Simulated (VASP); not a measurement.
Input:

```
LaRh2Si2
1.0
   -2.04472     2.04472     5.10872
    2.04472    -2.04472     5.10872
    2.04472     2.04472    -5.10872
La Si Rh
1 2 2
Direct
  0.00000   0.00000   0.00000
  0.62730   0.62730   0.00000
  0.37270   0.37270   0.00000
  0.75000   0.25000   0.50000
  0.25000   0.75000   0.50000
```

Calculation: PBEsol GGA, VASP's PBE PAW potentials (set 64) (plane waves; VASP 6.6.1). Run with 400 eV cut-off, 12×12×12 Γ-centred mesh, tetrahedra with Blöchl corrections, potentials La Si Rh_pv.

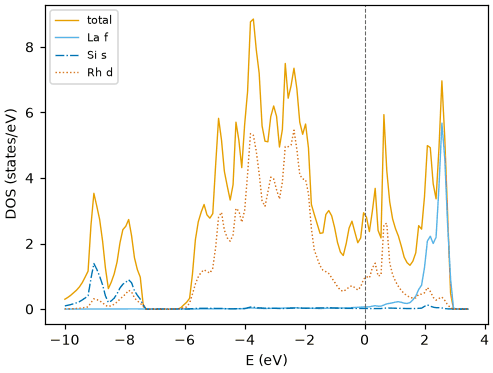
*Total and projected density of states, zero at the Fermi level*

Within 2 eV below the Fermi level the largest weight inside VASP's projection spheres is Rh d.

It has no gap at this level: it comes out as a metal or semimetal.

The structure comes from a computed database's LaRh2Si2 entry (I4/mmm); how it stands against other phases isn't given here. It was relaxed first. The electron count is odd and the run is not spin-polarised, which forces a metal.
